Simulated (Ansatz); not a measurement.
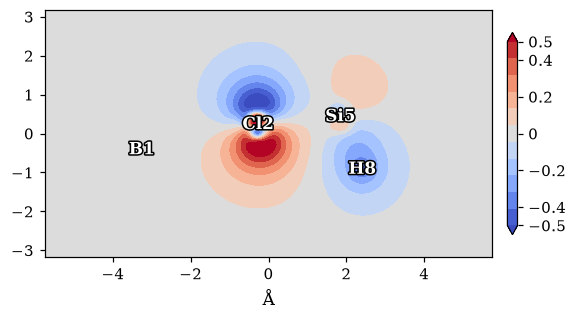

*BCl2···ClH3Si (doublet). The HOMO−1 (β) on the plane of atoms Cl2, Si5 and H8 (values in Å⁻³ᐟ²; the overall sign is arbitrary).*

Not at a stationary point (largest force 0.9 eV/Å).

These are results of Ansatz, UHF/6-31G*, not measurements.

```csv
atom,x (Å),y (Å),z (Å)
B,-0.0105,0.4966,-0.5358
Cl,0.0087,0.0325,2.4987
Cl,1.5311,-0.2151,-0.9158
Cl,-1.5357,-0.2289,-0.9545
Si,0.0031,-0.0152,4.6094
H,-0.7578,-1.1962,5.0336
H,1.3962,-0.0939,5.0599
H,-0.6351,1.2201,5.0768
```

Q: Describe this orbital and give its energy.

A: It lies mainly on Cl2 (about 70 %), Si5 (about 10 %), H8 (about 10 %) and H6 (about 5 %); largely a lone pair of Cl2. Its energy is −12.45 eV.
